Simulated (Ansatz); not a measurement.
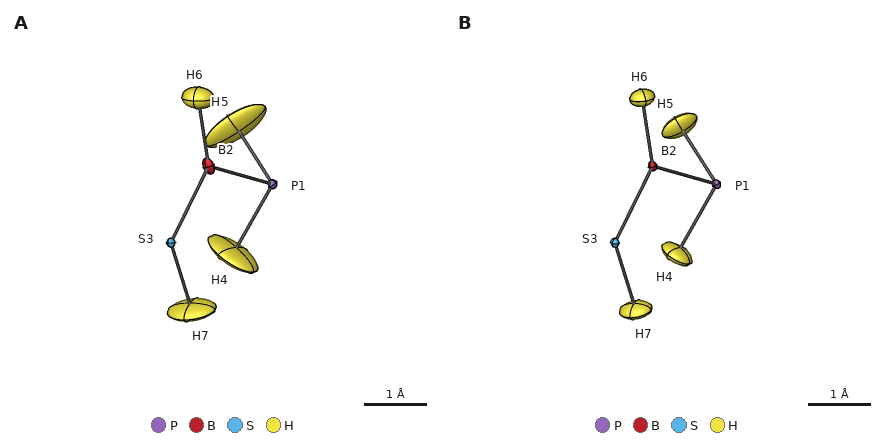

Displacement ellipsoids at the 50 % level, from the internal vibrations of the free molecule (harmonic, no overall translation or rotation; no half-axis is drawn under 0.075 Å). Vibrations computed with RKS PBE0-D4/def2-TZVP (Ansatz 0.2.0). One panel is for 0 K (zero-point motion alone), the other for 600 K.

**Which panel is for 600 K?**

A.

**How much does the mean-square displacement of H5 grow, and why?**

U_eq goes from 0.0241 to 0.0623 Å², a factor of 2.6. Modes below kT (417 cm⁻¹ at 600 K) grow about in proportion to T, and the lowest lies at 202 cm⁻¹; the mean-square amplitude of a mode is its zero-point value times coth(ħω/2kT), which comes close to 1 only above about 3kT.
